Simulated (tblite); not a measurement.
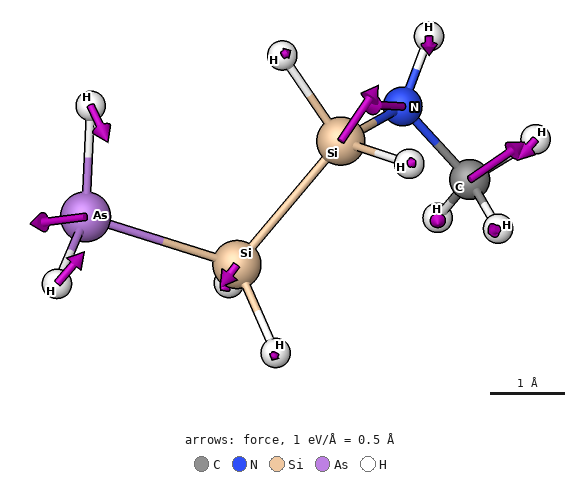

Starting geometry of CH10AsNSi2 with the computed forces as purple arrows. A ball-and-stick model, seen at a tilt.

These are results of GFN2-xTB geometry optimisation, gas phase (tblite), not measurements. 

> Is this structure relaxed? If not, where do the atoms go?

It isn't relaxed: the largest force vector, on the C atom, is 2.03 eV/Å. The final displacements have little in common with the starting forces (cosine between the two patterns 0.25). After 158 geometry steps the energy has fallen by 1.088 eV. The largest move after the best rigid fit is that of an H atom, 1.23 Å. By element the largest moves are H 1.23 Å, As 0.51 Å, N 0.38 Å, Si 0.25 Å, C 0.22 Å. Among the contacts that change: Si–Si 2.217 → 2.332 Å, As–H 1.576 → 1.503 Å, N–Si 1.777 → 1.724 Å, C–H 1.125 → 1.092 Å. Bond angles that change, for instance: H–As–H 110.4° → 89.2°, Si–As–H 109.6° → 92.0°, Si–As–H 109.3° → 92.3°.
